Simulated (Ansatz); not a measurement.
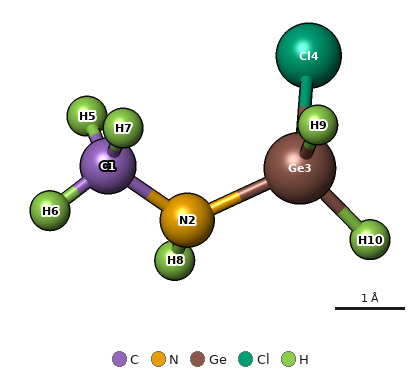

**Figure 1.** The structure (ball-and-stick view, seen at a tilt; atoms are numbered from 1 in the order of the input). Sticks mark near contacts.

**Two runs on CH₆ClGeN**

System: CH₆ClGeN, SMILES C[NH][GeH2][Cl].
Method of run 1: RKS SPW92/def2-TZVPP (Ansatz 0.2.0).

The geometry comes from this level: PBE0-D4/def2-TZVP. Text and figures count atoms from 1; the logs count them from 0 in places.

## Input file, run 1
```yaml
crystal:
  periodic: [false, false, false]
  atoms:
    - {symbol: C, position_ang: [0.084227, 1.012581, -0.987781]}
    - {symbol: N, position_ang: [-0.629369, 0.428835, 0.133963]}
    - {symbol: Ge, position_ang: [0.141295, -0.897817, 1.100689]}
    - {symbol: Cl, position_ang: [0.548320, -2.662856, -0.111205]}
    - {symbol: H, position_ang: [0.139675, 0.360744, -1.868438]}
    - {symbol: H, position_ang: [-0.388938, 1.952107, -1.285324]}
    - {symbol: H, position_ang: [1.107779, 1.249214, -0.686305]}
    - {symbol: H, position_ang: [-1.603454, 0.263722, -0.076265]}
    - {symbol: H, position_ang: [1.511656, -0.416800, 1.584876]}
    - {symbol: H, position_ang: [-0.828094, -1.340833, 2.198789]}
basis:
  gaussian: {orbitals: def2-TZVPP}
hamiltonian: {xc: lda}
output: {orbitals: {seedname: orbitals}}
```

Hardware: 4 CPU threads, shared host.

## Output (run 1)
```
Functional definition: SPW92
  exchange = slater_x
  correlation = pw_c
1341 factors; their error is unknown
mean field evaluation 1: about -71506.1440 eV, gradient 8.1e1 eV
mean field evaluation 2: about -71435.0170 eV, gradient 1.7e2 eV
mean field evaluation 4: about -71518.4376 eV, gradient 1.6e1 eV
mean field evaluation 8: about -71518.9491 eV, gradient 1.5e-1 eV
mean field evaluation 16: about -71518.9203 eV, gradient 5.8e-4 eV
mean field -71518.92025815 eV, -2628.2718422217 hartree, gradient 2.8e-5 eV, S^2 0.000000; 0 other end points of the search recorded, 0 dependent functions left out
reference -71518.92029822 eV, -2628.2718436944 hartree; 34, 34 occupied and 202, 202 virtual orbitals, 1341 factors
Total energy: -71518.92029822 eV, -2628.2718436944 hartree
```

The input of run 2 differs as follows (lines with − go, lines with + come):
```diff
-hamiltonian: {xc: lda}
+hamiltonian: {xc: {name: B97M-V}}
```

How does run 2 compare with run 1?

The total energies belong to different methods, so their difference says nothing on which is more stable or more accurate. The HOMO goes from −5.96 to −6.24 eV. The LUMO goes from −0.90 to −0.37 eV.

## Output (run 2)
```
Functional definition: B97M-V
  parameter cx00 = 1.000
  parameter cx01 = 1.308
  parameter cx02 = 1.901
  parameter cx10 = 0.416
  parameter cx11 = 3.070
  parameter css00 = 1.000
  parameter css02 = -1.855
  parameter css10 = -5.668
  parameter css32 = -20.497
  parameter css42 = -20.364
  parameter cos00 = 1.000
  parameter cos01 = 1.573
  parameter cos03 = -6.298
  parameter cos10 = 2.535
  parameter cos32 = -6.427
  parameter b = 6.0
  parameter c = 0.01
  gx(w, u) = cx00 + cx01*u + cx02*u^2 + (cx10 + cx11*u)*w
  gss(w, u) = css00 + css02*u^2 + css10*w + (css32*w^3 + css42*w^4)*u^2
  gos(w, u) = cos00 + cos01*u + cos03*u^3 + cos10*w + cos32*w^3*u^2
  exchange = spin_sum(e_x_unif_s*gx(b97_w, b97_u_x))
  correlation = spin_sum(e_c_pw_mod_same_spin*gss(b97_w, b97_u_same))
      + integral(e_c_pw_mod_opposite_spin*gos(b97_w_opposite, b97_u_opposite)) + vv10(b, c)
1341 factors; their error is unknown
mean field evaluation 1: about -71645.7409 eV, gradient 6.5e1 eV
mean field evaluation 2: about -71609.2455 eV, gradient 1.3e2 eV
mean field evaluation 4: about -71654.3787 eV, gradient 9.4e0 eV
mean field evaluation 8: about -71654.5677 eV, gradient 2.9e-1 eV
mean field evaluation 16: about -71654.5344 eV, gradient 3.3e-4 eV
mean field -71654.53440575 eV, -2633.2555702236 hartree, gradient 4.2e-5 eV, S^2 0.000000; 0 other end points of the search recorded, 0 dependent functions left out
reference -71654.53446417 eV, -2633.2555723703 hartree; 34, 34 occupied and 202, 202 virtual orbitals, 1341 factors
Total energy: -71654.53446417 eV, -2633.2555723703 hartree
```

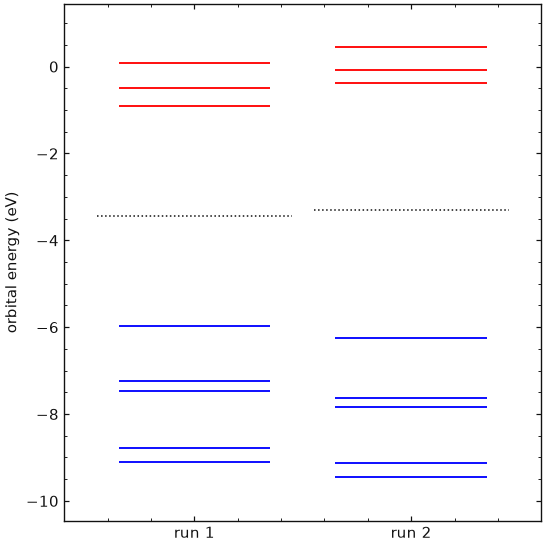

**Figure 2.** The five highest filled and three lowest empty orbital energies of the two runs; the dotted lines part filled from empty levels. The HOMO–LUMO gap is 5.07 eV in run 1 and 5.87 eV in run 2.

## The two runs side by side

| quantity | run 1 | run 2 |
| --- | --- | --- |
| outcome | converged | converged |
| total energy (hartree) | −2628.271844 | −2633.255572 |
| HOMO (eV) | −5.96 | −6.24 |
| LUMO (eV) | −0.90 | −0.37 |
| basis functions | 236 | 236 |
| wall time (shared host) | 1.4 s | 7.5 s |
